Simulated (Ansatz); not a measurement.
# AlClH6OSi2: how energies converge with the basis set

Aim: see how fast density functionals converge with the basis set for AlClH6OSi2.

Method: one geometry, several basis sets; program: Ansatz 0.2.0, Gaussian basis.

Plan: PBE0-D4/def2-SVP; ωB97M-V/def2-SVP; PBE0-D4/def2-QZVPP; ωB97M-V/def2-QZVPP; the functionals' def2-TZVPP values are taken from earlier runs.

### 1 The relaxed structure

An earlier PBE0-D4 in a triple-zeta def2 set relaxation fixed the geometry.

11 atoms, charge 0, spin multiplicity 1.

Atoms are counted from 1 here; the program's logs count them from 0.

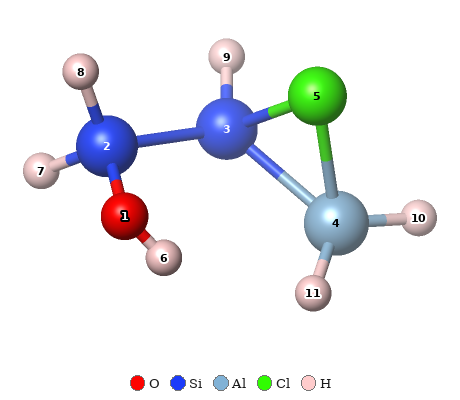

The geometry (oxygen red, silicon blue, aluminium light blue, chlorine green, hydrogen pink); atoms are numbered from 1 in the order of the file.

### 2 PBE0-D4 in def2-SVP

in.yaml reads:

```yaml
crystal:
  periodic: [false, false, false]
  atoms:
    - {symbol: O, position_ang: [-1.816065, 1.239824, -0.199533]}
    - {symbol: Si, position_ang: [-1.157374, 0.306583, -1.386704]}
    - {symbol: Si, position_ang: [0.727512, -0.763124, -0.493413]}
    - {symbol: Al, position_ang: [1.112488, -0.611382, 1.871109]}
    - {symbol: Cl, position_ang: [1.969648, 0.949567, 0.202976]}
    - {symbol: H, position_ang: [-1.707667, 0.956646, 0.710902]}
    - {symbol: H, position_ang: [-2.096831, -0.751509, -1.859176]}
    - {symbol: H, position_ang: [-0.844936, 1.206978, -2.523710]}
    - {symbol: H, position_ang: [1.593351, -1.439568, -1.498266]}
    - {symbol: H, position_ang: [2.332021, -1.324788, 2.574143]}
    - {symbol: H, position_ang: [-0.046845, 0.173675, 2.622373]}
basis:
  gaussian: {orbitals: def2-SVP}
hamiltonian: {xc: pbe0, dispersion: d4}
output: {orbitals: {seedname: orbitals}}
```

The run is started by

```console
ansatz run in.yaml --threads 4 --pin off --events-out ev --progress --plain --max-ram 10444MiB
```

After this run come: ωB97M-V in def2-SVP; PBE0-D4 in def2-QZVPP; ωB97M-V in def2-QZVPP.

**Question.** What will the summary of the whole plan be? Wanted: PBE0-D4: double and triple zeta above quadruple; ωB97M-V: double and triple zeta above quadruple.

The runs gave:

| quantity | value |
| --- | --- |
| PBE0-D4: double and triple zeta above quadruple | 16.16, 1.22 eV |
| ωB97M-V: double and triple zeta above quadruple | 16.13, 1.16 eV |

**Reading.** For PBE0-D4 the step from double to triple zeta gains 14.93 eV and the next only 1.22 eV. These are total energies; as a rule much of such shifts cancels in differences, which this series doesn't test.
